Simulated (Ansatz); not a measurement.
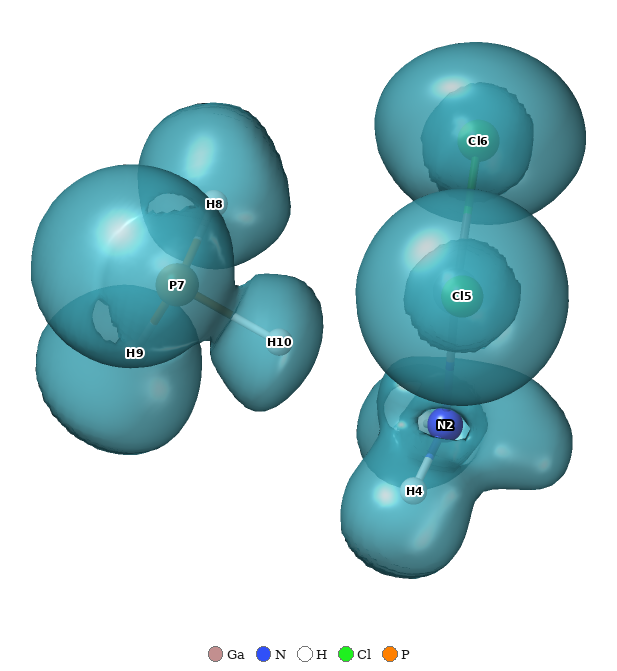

Figure. Cl2GaH2N···PH3. Isosurface of the ELF at 0.75 (cyan), seen at a tilt. Core shells and regions of very low density are left out.

Not at a stationary point (largest force 1.6 eV/Å).

These are results of RKS PBE0/def2-SVP (Ansatz 0.2.0), not measurements.

The calculation's input:

```
crystal:
  periodic: [false, false, false]
  atoms:
    - { symbol: Ga, position_ang: [0.0, 0.0, 0.0] }
    - { symbol: "N", position_ang: [0.0, 0.0, 2.28] }
    - { symbol: H, position_ang: [-0.877, -0.2713, 2.81] }
    - { symbol: H, position_ang: [0.877, 0.2713, 2.81] }
    - { symbol: Cl, position_ang: [1.9398, 0.0, -1.12] }
    - { symbol: Cl, position_ang: [-1.9398, 0.0, -1.12] }
    - { symbol: P, position_ang: [-0.7536, 2.3395, 0.8167] }
    - { symbol: H, position_ang: [-2.0612, 2.6114, 0.3345] }
    - { symbol: H, position_ang: [-0.7581, 2.3672, 2.2364] }
    - { symbol: H, position_ang: [-0.396, 1.2295, 2.0344] }
basis:
  gaussian: { orbitals: def2-SVP }
hamiltonian:
  xc: pbe0
relax:
  f_tol: 0.15
  max_steps: 25
  restrain:
    - { distance: [0, 6], at: 3.49, k: 30.0 }
    - { distance: [9, 1], at: 2.26, k: 30.0 }
    - { distance: [0, 1], at: 1.93, k: 30.0 }
    - { distance: [9, 6], at: 1.42, k: 30.0 }
output:
  orbitals: {}
```

Command:

```sh
ansatz run input.yaml --threads 4 --pin off --max-ram 5120MiB --backend cpu --events-out ev --progress --plain --runs-dir out
```

The fields are those of the run's last geometry, not of the input's.

Q: Describe the localisation domains.

A: The ELF exceeds this value in two regions wrapped around Cl (the valence shell of each), one joined region spread over several atoms (H, N), in which their bonds and any lone pairs are merged and one joined region spread over several atoms (H, P), in which their bonds and any lone pairs are merged. Profiles from the grid: Ga1···H10 (2.38 Å): the ELF climbs to about 1 towards the hydrogen. Ga–N (1.88 Å): the ELF peaks at about 0.85 in the valence shell of N, 0.7 Å from its nucleus, and is about 0.35 at the midpoint.
